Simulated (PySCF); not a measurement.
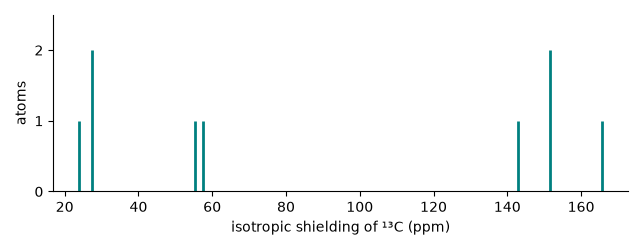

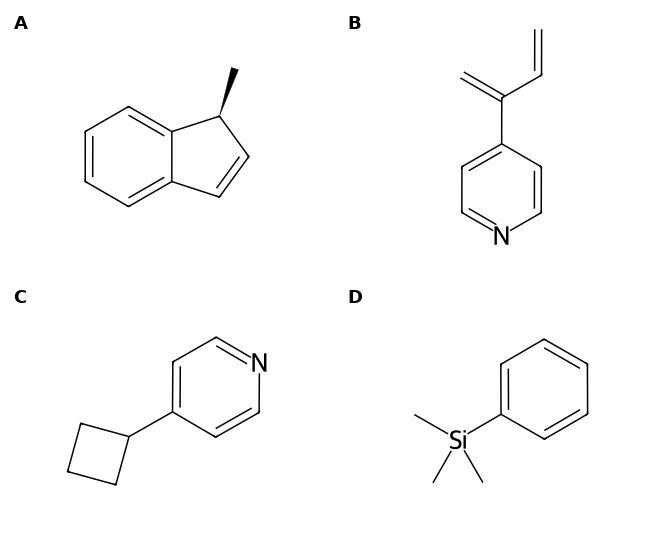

The sticks are computed shieldings of one of the molecules, for one fixed geometry (PBE0-D3(BJ)/def2-SVP) without averaging over rotations. Low shielding means a high chemical shift. Method: GIAO ωB97X-D/pcSseg-1 NMR shielding, non-relativistic, gas phase (PySCF 2.14.0).

### Match the spectrum to a structure.

C, `c1cc(C2CCC2)ccn1`. Its 9 C atoms give lines at 24.0, 27.4 (2 atoms), 55.4, 57.4, 142.9, 151.5 (2 atoms), 165.6 ppm.
